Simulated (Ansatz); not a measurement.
**Molecular dynamics of CH5ClSi2 (part 2 of 2)**

CH5ClSi2, SMILES Cl[SiH]1C[SiH2]1; RKS BLYP-d4/6-31G* (Ansatz 0.2.0). The geometry comes from this level: PBE0-D4/def2-TZVP.

Geometry of the input (Å):
```
Cl -0.9809  -0.1293  -2.6731
Si -0.5612  0.6521  -0.8236
C  1.0048  0.0310  0.0035
Si -0.4769  -0.6161  1.0236
H  -0.7903  2.1132  -0.8315
H  1.6627  0.7698  0.4579
H  1.5750  -0.7332  -0.5227
H  -0.6931  -2.0800  0.9648
H  -0.6514  -0.0537  2.3839
```

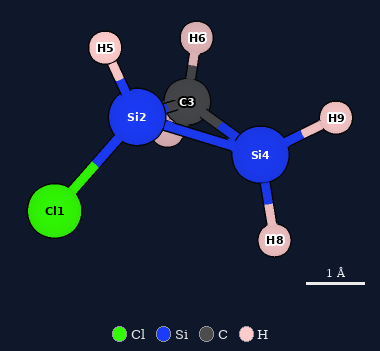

The geometry at step 29 of the log (ball-and-stick view, seen at a tilt; atoms are numbered from 1 in the order of the input).

**Trajectory as extended XYZ, continued**
```
9
Properties=species:S:1:pos:R:3:forces:R:3 step=5 time_fs=5.0 energy=-29394.18770 temperature=224.8
Cl   -0.9885   -0.1411   -2.6748   -0.0333  -0.1469  -0.3338
Si   -0.5514    0.6626   -0.8098   -0.4286   0.4207  -0.3424
C     1.0012    0.0450    0.0152    1.7374  -0.7785  -0.3264
Si   -0.4741   -0.6180    1.0101   -0.4339   0.2730   0.5638
H    -0.7691    2.1120   -0.8390   -0.0695   0.4691  -0.0254
H     1.6744    0.7431    0.5514   -0.1316  -0.0873  -0.3212
H     1.5963   -0.7508   -0.5393   -0.4930   0.7975   0.5629
H    -0.7559   -2.0235    0.8246   -0.1432  -0.8902   0.0786
H    -0.6850   -0.0612    2.3713   -0.0045  -0.0574   0.1438
9
Properties=species:S:1:pos:R:3:forces:R:3 step=7 time_fs=7.0 energy=-29394.19619 temperature=232.8
Cl   -0.9917   -0.1462   -2.6763    0.0195  -0.0795  -0.1714
Si   -0.5484    0.6676   -0.8049   -0.5249   0.9869  -0.5002
C     1.0083    0.0446    0.0166    0.7718   1.0134   1.0063
Si   -0.4738   -0.6177    1.0059   -0.7114  -0.7113   0.5821
H    -0.7662    2.1488   -0.8435    0.0176  -0.0937  -0.0159
H     1.6862    0.7416    0.5808   -0.4313  -0.3154  -0.5622
H     1.5663   -0.6982   -0.5041    0.7303  -0.8130  -0.5591
H    -0.7921   -2.0701    0.7716    0.0911   0.1797   0.2668
H    -0.6996   -0.0650    2.3796    0.0372  -0.1671  -0.0464
9
Properties=species:S:1:pos:R:3:forces:R:3 step=10 time_fs=10.0 energy=-29394.13971 temperature=172.7
Cl   -0.9963   -0.1539   -2.6789    0.0868   0.0283   0.0543
Si   -0.5452    0.6776   -0.7989   -0.5076   1.3632  -0.6780
C     1.0226    0.0503    0.0250   -0.0721   0.5370   0.6293
Si   -0.4753   -0.6194    1.0011   -0.8860  -1.4721   0.4671
H    -0.7600    2.1925   -0.8511    0.0882  -0.5989   0.0014
H     1.6774    0.7217    0.5885    0.0973   0.2666  -0.1088
H     1.5799   -0.6859   -0.4974    0.8004  -0.9291  -0.6517
H    -0.8378   -2.1198    0.7129    0.3240   1.0337   0.4554
H    -0.7185   -0.0831    2.3876    0.0690  -0.2286  -0.1691
9
Properties=species:S:1:pos:R:3:forces:R:3 step=12 time_fs=12.0 energy=-29394.15694 temperature=193.2
Cl   -0.9993   -0.1590   -2.6805    0.1196   0.0998   0.1831
Si   -0.5440    0.6866   -0.7960   -0.3747   1.1198  -0.7325
C     1.0321    0.0570    0.0336    0.4503  -1.5177  -0.9248
Si   -0.4778   -0.6228    0.9987   -0.7616  -1.3503   0.3237
H    -0.7521    2.1959   -0.8562    0.0698  -0.5087  -0.0009
H     1.6723    0.7170    0.5851    0.5702   0.7059   0.2878
H     1.6301   -0.7258   -0.5265   -0.4543   0.7058   0.5084
H    -0.8541   -2.1080    0.6945    0.3256   0.9312   0.4442
H    -0.7280   -0.1059    2.3854    0.0550  -0.1858  -0.0892
9
Properties=species:S:1:pos:R:3:forces:R:3 step=14 time_fs=14.0 energy=-29394.17333 temperature=212.2
Cl   -1.0022   -0.1640   -2.6820    0.1406   0.1631   0.2910
Si   -0.5432    0.6971   -0.7941   -0.1597   0.5292  -0.7093
C     1.0430    0.0592    0.0396    0.8501  -1.7234  -1.1102
Si   -0.4813   -0.6281    0.9967   -0.4354  -0.6786   0.2049
H    -0.7415    2.1805   -0.8613    0.0095  -0.0996  -0.0181
H     1.6870    0.7372    0.5910    0.2790   0.3706   0.0680
H     1.6652   -0.7417   -0.5383   -0.8918   1.2556   0.9085
H    -0.8583   -2.0618    0.6927    0.1819   0.2823   0.2931
H    -0.7354   -0.1357    2.3801    0.0258  -0.0991   0.0722
9
Properties=species:S:1:pos:R:3:forces:R:3 step=17 time_fs=17.0 energy=-29394.19227 temperature=230.8
Cl   -1.0062   -0.1712   -2.6836    0.1575   0.2409   0.4163
Si   -0.5424    0.7140   -0.7930    0.2043  -0.5184  -0.5694
C     1.0641    0.0537    0.0429    0.1195   0.4687   0.3713
Si   -0.4875   -0.6373    0.9943    0.2461   0.9863   0.2247
H    -0.7259    2.1573   -0.8707   -0.0886   0.6371  -0.0515
H     1.7201    0.7848    0.5984   -0.5449  -0.4911  -0.4783
H     1.6617   -0.6859   -0.4983    0.1143  -0.0785  -0.0514
H    -0.8552   -1.9866    0.7074   -0.2092  -1.2720  -0.1102
H    -0.7449   -0.1864    2.3790    0.0011   0.0270   0.2485
9
Properties=species:S:1:pos:R:3:forces:R:3 step=19 time_fs=19.0 energy=-29394.12280 temperature=161.0
Cl   -1.0087   -0.1757   -2.6841    0.1646   0.2883   0.4834
Si   -0.5416    0.7245   -0.7933    0.3583  -0.7570  -0.5032
C     1.0791    0.0508    0.0459   -1.3907   1.8341   1.2618
Si   -0.4914   -0.6421    0.9931    0.4244   1.2418   0.2180
H    -0.7192    2.1676   -0.8793   -0.0888   0.6466  -0.0465
H     1.7212    0.7985    0.5839   -0.4887  -0.4119  -0.3129
H     1.6583   -0.6437   -0.4678    1.2375  -1.5070  -1.1049
H    -0.8604   -1.9868    0.7147   -0.2344  -1.3916  -0.1964
H    -0.7511   -0.2197    2.3891    0.0177   0.0569   0.2009
9
Properties=species:S:1:pos:R:3:forces:R:3 step=21 time_fs=21.0 energy=-29394.21822 temperature=258.1
Cl   -1.0110   -0.1799   -2.6841    0.1720   0.3356   0.5385
Si   -0.5403    0.7341   -0.7943    0.3986  -0.5211  -0.5046
C     1.0900    0.0531    0.0524   -1.4658   0.4147   0.1461
Si   -0.4947   -0.6453    0.9922    0.2597   0.4288   0.1295
H    -0.7156    2.2015   -0.8895   -0.0351   0.1898  -0.0107
H     1.7049    0.7978    0.5584    0.0757   0.2247   0.2295
H     1.6968   -0.6526   -0.4747    0.5133  -0.6939  -0.5104
H    -0.8739   -2.0375    0.7149    0.0312  -0.4233  -0.0544
H    -0.7566   -0.2510    2.4066    0.0504   0.0447   0.0364
9
Properties=species:S:1:pos:R:3:forces:R:3 step=24 time_fs=24.0 energy=-29394.10580 temperature=141.9
Cl   -1.0141   -0.1855   -2.6829    0.1788   0.3964   0.5943
Si   -0.5373    0.7473   -0.7971    0.3904  -0.0911  -0.5284
C     1.0985    0.0571    0.0616   -0.4358  -1.5621  -1.4075
Si   -0.4991   -0.6495    0.9911    0.0110  -0.7144   0.0662
H    -0.7121    2.2594   -0.9051    0.0443  -0.5263   0.0487
H     1.6909    0.8181    0.5405    0.3917   0.4829   0.4977
H     1.7747   -0.6964   -0.5074   -1.0444   1.0769   0.8090
H    -0.8887   -2.1317    0.7133    0.3690   0.9132   0.1318
H    -0.7608   -0.2950    2.4333    0.0949   0.0245  -0.2119
9
Properties=species:S:1:pos:R:3:forces:R:3 step=26 time_fs=26.0 energy=-29394.08757 temperature=121.3
Cl   -1.0159   -0.1887   -2.6813    0.1785   0.4225   0.6081
Si   -0.5347    0.7559   -0.7998    0.4164  -0.1212  -0.4749
C     1.1018    0.0543    0.0627   -0.0436  -0.5725  -0.8221
Si   -0.5020   -0.6532    0.9905    0.0289  -0.8590   0.0288
H    -0.7081    2.2770   -0.9135    0.0574  -0.6543   0.0624
H     1.6989    0.8537    0.5513   -0.2067  -0.3356   0.0263
H     1.7852   -0.6838   -0.4976   -0.9332   0.9348   0.7012
H    -0.8827   -2.1582    0.7175    0.3990   1.1373   0.1262
H    -0.7593   -0.3231    2.4424    0.1034   0.0480  -0.2559
9
Properties=species:S:1:pos:R:3:forces:R:3 step=29 time_fs=29.0 energy=-29394.12616 temperature=162.8
Cl   -1.0183   -0.1926   -2.6777    0.1763   0.4417   0.5977
Si   -0.5295    0.7682   -0.8052    0.5124  -0.7566  -0.2780
C     1.1055    0.0486    0.0609   -1.5941   1.8904   0.9416
Si   -0.5061   -0.6609    0.9896    0.3262  -0.1427  -0.1119
H    -0.6984    2.2600   -0.9219    0.0089  -0.2246   0.0333
H     1.6924    0.8782    0.5667   -0.5623  -0.7934  -0.2422
H     1.7500   -0.6153   -0.4460    0.8698  -1.0239  -0.7867
H    -0.8468   -2.1216    0.7314    0.1873   0.4677  -0.0616
H    -0.7498   -0.3611    2.4391    0.0756   0.1415  -0.0922
9
Properties=species:S:1:pos:R:3:forces:R:3 step=31 time_fs=31.0 energy=-29394.12758 temperature=164.6
Cl   -1.0197   -0.1946   -2.6745    0.1789   0.4463   0.5774
Si   -0.5253    0.7753   -0.8093    0.5576  -1.3970  -0.1316
C     1.1026    0.0508    0.0623   -2.1433   1.4571   0.7140
Si   -0.5084   -0.6664    0.9888    0.6235   0.8939  -0.1765
H    -0.6911    2.2352   -0.9258   -0.0542   0.3187  -0.0096
H     1.6630    0.8592    0.5668   -0.1256  -0.1666   0.1204
H     1.7538   -0.6032   -0.4375    1.0006  -1.1782  -0.9058
H    -0.8127   -2.0710    0.7387   -0.0780  -0.5826  -0.2806
H    -0.7397   -0.3803    2.4315    0.0405   0.2083   0.0923
9
Properties=species:S:1:pos:R:3:forces:R:3 step=33 time_fs=33.0 energy=-29394.11133 temperature=148.3
Cl   -1.0208   -0.1962   -2.6707    0.1867   0.4448   0.5487
Si   -0.5202    0.7806   -0.8135    0.5253  -1.7821  -0.0281
C     1.0932    0.0574    0.0657   -1.2312  -0.7861  -0.8587
Si   -0.5098   -0.6707    0.9879    0.7773   1.6708  -0.1969
H    -0.6859    2.2222   -0.9300   -0.0975   0.6666  -0.0414
H     1.6294    0.8344    0.5721    0.5021   0.6771   0.6188
H     1.7918   -0.6318   -0.4604   -0.4119   0.2574   0.1828
H    -0.7812   -2.0421    0.7355   -0.2645  -1.3819  -0.4301
H    -0.7280   -0.3916    2.4272    0.0137   0.2335   0.2049
9
Properties=species:S:1:pos:R:3:forces:R:3 step=36 time_fs=36.0 energy=-29394.15308 temperature=195.2
Cl   -1.0222   -0.1976   -2.6638    0.1983   0.4228   0.4830
Si   -0.5113    0.7840   -0.8200    0.2950  -1.2984   0.0221
C     1.0726    0.0624    0.0655    0.2351  -0.9168  -0.9267
Si   -0.5101   -0.6731    0.9858    0.4609   0.7556  -0.3224
H    -0.6846    2.2468   -0.9391   -0.0482   0.2471  -0.0183
H     1.6117    0.8403    0.6202    0.1166   0.0554   0.0968
H     1.8128   -0.6495   -0.4765   -1.1408   1.0395   0.7699
H    -0.7515   -2.0894    0.7018   -0.1357  -0.4606  -0.1902
H    -0.7094   -0.3925    2.4344    0.0190   0.1553   0.0856
9
Properties=species:S:1:pos:R:3:forces:R:3 step=38 time_fs=38.0 energy=-29394.20068 temperature=246.6
Cl   -1.0229   -0.1980   -2.6585    0.2036   0.3922   0.4195
Si   -0.5049    0.7839   -0.8244    0.0693  -0.6534   0.0355
C     1.0590    0.0618    0.0616    0.2722   0.5313   0.2467
Si   -0.5094   -0.6732    0.9839    0.1504  -0.2464  -0.3891
H    -0.6864    2.2781   -0.9463    0.0230  -0.2951   0.0209
H     1.6094    0.8530    0.6616   -0.4209  -0.6552  -0.5245
H     1.7760   -0.6156   -0.4534   -0.3374   0.2904   0.2012
H    -0.7393   -2.1503    0.6684    0.0013   0.5717   0.0918
H    -0.6961   -0.3852    2.4442    0.0386   0.0645  -0.1018
9
Properties=species:S:1:pos:R:3:forces:R:3 step=40 time_fs=40.0 energy=-29394.11711 temperature=160.9
Cl   -1.0233   -0.1979   -2.6527    0.2072   0.3518   0.3442
Si   -0.4982    0.7829   -0.8286   -0.1570  -0.1966   0.0612
C     1.0459    0.0630    0.0585   -0.8078   1.8751   1.3834
Si   -0.5084   -0.6736    0.9815   -0.0715  -0.7688  -0.4040
H    -0.6874    2.2987   -0.9527    0.0717  -0.6266   0.0463
H     1.5921    0.8424    0.6843   -0.4746  -0.6436  -0.6273
H     1.7282   -0.5724   -0.4240    1.1296  -1.0883  -0.8420
H    -0.7272   -2.1907    0.6382    0.0531   1.1079   0.2763
H    -0.6813   -0.3753    2.4502    0.0492  -0.0109  -0.2381
9
Properties=species:S:1:pos:R:3:forces:R:3 step=43 time_fs=43.0 energy=-29394.18173 temperature=228.3
Cl   -1.0235   -0.1971   -2.6434    0.2093   0.2785   0.2125
Si   -0.4888    0.7809   -0.8349   -0.4657  -0.1080   0.1167
C     1.0217    0.0746    0.0610   -0.2085  -0.2281  -0.1364
Si   -0.5073   -0.6762    0.9768   -0.2496  -0.6294  -0.3930
H    -0.6839    2.2858   -0.9591    0.0591  -0.4863   0.0329
H     1.5396    0.7914    0.6816    0.3850   0.6085   0.2871
H     1.7309   -0.5795   -0.4357    0.2543  -0.2752  -0.2255
H    -0.7056   -2.1736    0.6129   -0.0091   0.8964   0.3099
H    -0.6556   -0.3616    2.4424    0.0252  -0.0563  -0.2042
9
Properties=species:S:1:pos:R:3:forces:R:3 step=45 time_fs=45.0 energy=-29394.15629 temperature=205.1
Cl   -1.0233   -0.1962   -2.6368    0.2014   0.2186   0.1082
Si   -0.4832    0.7794   -0.8389   -0.6180  -0.4103   0.1761
C     1.0041    0.0831    0.0633    0.9997  -1.7417  -1.2543
Si   -0.5069   -0.6790    0.9730   -0.2572   0.1143  -0.3179
H    -0.6786    2.2530   -0.9617   -0.0051  -0.0031  -0.0092
H     1.5166    0.7774    0.6866    0.7014   0.9965   0.5891
H     1.7550   -0.6069   -0.4614   -0.8764   0.8107   0.5999
H    -0.6913   -2.1181    0.6106   -0.1347   0.0590   0.1428
H    -0.6371   -0.3549    2.4271   -0.0111  -0.0441  -0.0346
9
Properties=species:S:1:pos:R:3:forces:R:3 step=48 time_fs=48.0 energy=-29394.09550 temperature=140.3
Cl   -1.0227   -0.1944   -2.6267    0.1686   0.1075  -0.0804
Si   -0.4764    0.7759   -0.8445   -0.7870  -0.8253   0.2967
C     0.9845    0.0865    0.0604    2.1379  -0.4432  -0.0321
Si   -0.5070   -0.6824    0.9665   -0.2003   1.5256  -0.0795
H    -0.6719    2.2102   -0.9669   -0.1020   0.7057  -0.0657
H     1.5219    0.8140    0.7238   -0.2172  -0.2334  -0.5307
H     1.7306   -0.5913   -0.4580   -0.6053   0.6299   0.4775
H    -0.6814   -2.0453    0.6138   -0.3309  -1.4546  -0.2165
H    -0.6105   -0.3477    2.4041   -0.0639  -0.0122   0.2307
9
Properties=species:S:1:pos:R:3:forces:R:3 step=50 time_fs=50.0 energy=-29394.08545 temperature=129.4
Cl   -1.0221   -0.1931   -2.6201    0.1378   0.0260  -0.2178
Si   -0.4732    0.7722   -0.8477   -0.9128  -0.5540   0.3490
C     0.9794    0.0862    0.0576    1.2490   1.1067   1.1913
Si   -0.5074   -0.6824    0.9620   -0.3021   1.2757  -0.0802
H    -0.6717    2.2109   -0.9732   -0.0864   0.6030  -0.0475
H     1.5217    0.8360    0.7313   -0.5162  -0.6316  -0.8468
H     1.6838   -0.5496   -0.4322    0.7914  -0.6054  -0.4551
H    -0.6893   -2.0560    0.6080   -0.2787  -1.1995  -0.1499
H    -0.5954   -0.3436    2.3981   -0.0821  -0.0209   0.2571
```

**Summary**

```json
{"quantity": "outcome", "value": "finished"}
{"quantity": "mean temperature over the second half", "value": "170 K"}
{"quantity": "trajectory", "value": "50 steps, 50 fs"}
{"quantity": "ensemble", "value": "nvt_nose_hoover"}
{"quantity": "temperature in the input", "value": "300 K"}
{"quantity": "time step", "value": "1 fs"}
{"quantity": "potential energy (last step)", "value": "−29394.0858 eV"}
{"quantity": "mean-field energy (last step)", "value": "−29393.5778 eV"}
{"quantity": "dispersion energy (last step)", "value": "−0.5080 eV"}
{"quantity": "SCF solution under orbital rotations (last step)", "value": "stable"}
{"quantity": "largest force (length of the vector) (last step)", "value": "2.050 eV/Å"}
{"quantity": "dipole moment (last step)", "value": "2.03 D"}
{"quantity": "hardware", "value": "2 threads of Arm Neoverse V2, 23 GiB of memory available, shared host"}
{"quantity": "wall time", "value": "68 s (CPU time 2.2 min)"}
{"quantity": "peak memory", "value": "0.12 GiB"}
```

So short a trajectory is not equilibrated. The temperature stays far from the 300 K of the thermostat over the second half: the run isn't equilibrated.
